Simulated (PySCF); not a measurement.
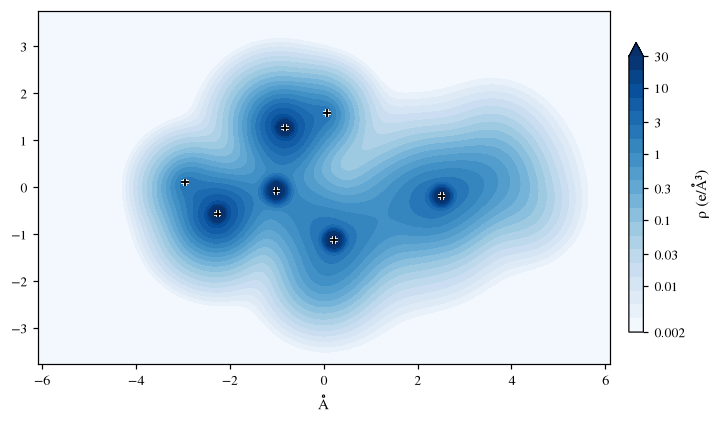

The electron density on a plane through atoms (crosses mark nuclei in the plane).

All numbers below come from PBE0/pcSseg-1, SCF density, gas phase, non-relativistic (PySCF 2.14.0).

Candidates:
A. C5H7BCl2O2 (SMILES C=C=C(CB(O)O)C(Cl)Cl)
B. C4H4N2O2S (SMILES C=Nc1noc(S)c1O)
C. C6H11FSi (SMILES C[SiH2]C1=CCC[C@H]1F)

Question: Which candidate gave the map?

Answer: Candidate A: C5H7BCl2O2 on the plane of atoms O6, B5 and O7, which holds C, B, O and H. B–O (1.34 Å): ρ at the midpoint is about 2.2 e/Å³. C–B (1.61 Å): the density is about 1.3 e/Å³ at the midpoint.
